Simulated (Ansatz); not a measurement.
```yaml
atoms:
  - { symbol: Ga, position_ang: [-0.0048, 0.2634, -0.0711] }
  - { symbol: H, position_ang: [0.0042, 0.2064, 1.5017] }
  - { symbol: H, position_ang: [1.3679, 0.3317, -0.8268] }
  - { symbol: H, position_ang: [-1.3871, 0.2721, -0.8127] }
  - { symbol: Br, position_ang: [0.1106, -3.0126, 1.4665] }
  - { symbol: H, position_ang: [0.0654, -1.6047, 1.9583] }
```

Not at a stationary point (largest force 1.9 eV/Å).

These are results of RHF/def2-SVP in Ansatz 0.2.0, not measurements.

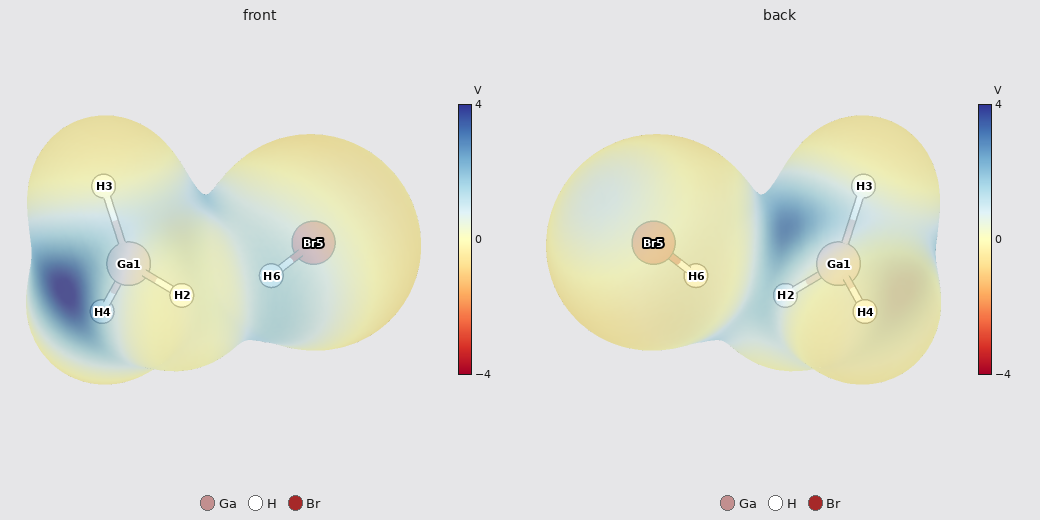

GaH3···HBr. The electrostatic potential painted on the density surface at 0.002 e/bohr³, seen from the front and from behind; red is negative and blue positive.

> Which sites attract a positive test charge, and which a negative one?

A positive charge is drawn to the negative regions and a negative charge to the positive ones. The most negative region (about −0.4 V, or −9 kcal/mol for a unit charge) lies over Br5, the most positive (about +3.9 V, or +90 kcal/mol for a unit charge) over Ga1. Br5 shows a σ-hole: about +0.8 V, or +18 kcal/mol for a unit charge at the tip opposite its bond, against about −0.3 V on its flanks.
